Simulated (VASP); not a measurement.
Band structure of Yb (fcc). Method: PBE GGA, VASP's PBE PAW potentials (set 64) (plane waves; VASP 6.6.1).

The 4f electrons are frozen in the core of the lanthanide potential, so 4f levels, which can set the real gap, and their magnetism are missing.

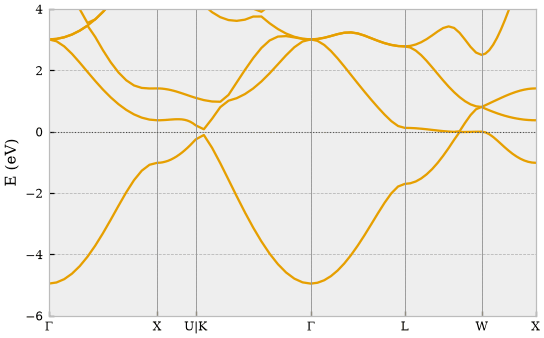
Bands along high-symmetry lines, zero at the valence-band maximum or, without a gap, the Fermi level

Task: Read the plot: is there a gap, and where are the band edges?

Result: It has no gap at this level: it comes out as a metal or semimetal. (Edges off the drawn lines would not show.)

The compound is Yb in the fcc structure. It was relaxed first.
